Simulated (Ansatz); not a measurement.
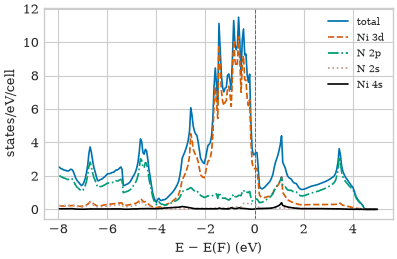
Figure: Total and projected density of states of NiN$_{2}$ in space group P4/mbm (No. 127; Ni on 2a, N on 4h), plane-wave PAW PBEsol (Ansatz code)

Task: Which orbitals carry the states next to the Fermi level?

Result: Within 0.5 eV of the Fermi level: Ni 3d 79 %, N 2p 15 %. Projections are on Löwdin-orthogonalised atomic valence shells; empty p or d shells of many metals are not among them.

Task: Where is the tallest occupied peak in this window, and what makes it?

Result: Near -0.6 eV, about 11 states/eV per cell; the largest projected share is Ni 3d.

The start of the workflow was typed in or built on a structure type; neither database checked (COD, Materials Project) lists it. Its standing as an ambient phase is unchecked. Symmetry was held in the PBEsol relaxation. At this level the phase is dynamically unstable (imaginary phonons). The workflow began spin-polarised and lost its moments. The volume moved by 24 % from the start of the relaxation. Its formation energy is positive at this level, so the cell may be metastable or incomplete.

Potentials: the earlier of the program's two PAW sets. The files were generated under PBE; for other functionals the program regenerates the frozen cores, and for LDA and PBEsol the local potential too.
